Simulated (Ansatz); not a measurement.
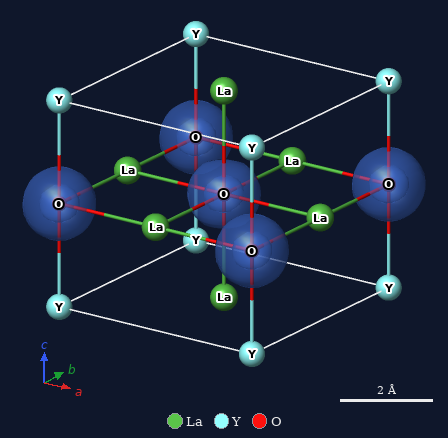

The picture shows: La3YO2. Isosurface of the ELF at 0.75 (blue), seen at an oblique angle. Core shells and regions of very low density are left out. Sticks mark near contacts.

Space group P4/mmm; a generated structure, not necessarily the stable one; changed on purpose from its base cell (volume × 0.94, shape and atoms relaxed); computed pressure about 5 GPa in this cell.

Computed with DFT PBE, scalar-relativistic, plane waves, PAW (Ansatz).

Input

```
crystal:
  lattice:
    - [5.1802440482, 0.0, 0.0]
    - [0.0, 5.1802440482, 0.0]
    - [0.0, 0.0, 4.7899506413]
  atoms:
    - { symbol: La, position: [0.5, 0.5, 0.0] }
    - { symbol: La, position: [0.0, 0.5, 0.5] }
    - { symbol: La, position: [0.5, 0.0, 0.5] }
    - { symbol: "Y", position: [0.0, 0.0, 0.0] }
    - { symbol: O, position: [0.5, 0.5, 0.5] }
    - { symbol: O, position: [0.0, 0.0, 0.5] }
basis:
  ecutwfc: 420
kpoints:
  mp_grid: { grid: [6, 6, 6] }
hamiltonian:
  xc: pbe
scf:
  occupations: { method: gaussian, width: 0.1 }
output:
  forces: true
  stress: true
  eigenvalues: true
  write_density: true
  write_potential: true
  elf: true
  volumetric_format: npy
relax:
  adjacent_minimum: "off"
  f_tol: 0.01
  max_steps: 30
  cell: { stress_tol: 0.1, fix: [volume] }
```

Command:

```sh
ansatz run input.yaml --threads 1 --pin off --max-ram 2560MiB --backend cpu --events-out ev --progress --plain --runs-dir out
```

Below, planes, directions and counts refer to the conventional cell (a = 5.17 Å, b = 5.17 Å, c = 4.81 Å, α = 90.00°, β = 90.00°, γ = 90.00°).

The fields are those of the run's last geometry, not of the input's.

Identify the bonds, lone pairs and shells in this picture.

Answer. The surface consists of two regions wrapped around O (the valence shell of each), counted in one cell of 6 atoms. Regions shared between cells count once. Along the contacts the grid gives the following. La–O (2.41 Å): the ELF is about 0.25 at the midpoint: no shared electron pair shows on this line. Y–O (2.41 Å): the ELF peaks at about 0.85 in the valence shell of O, 0.6 Å from its nucleus, and drops to about 0.10 between the two atoms: no localised pair shows between them.
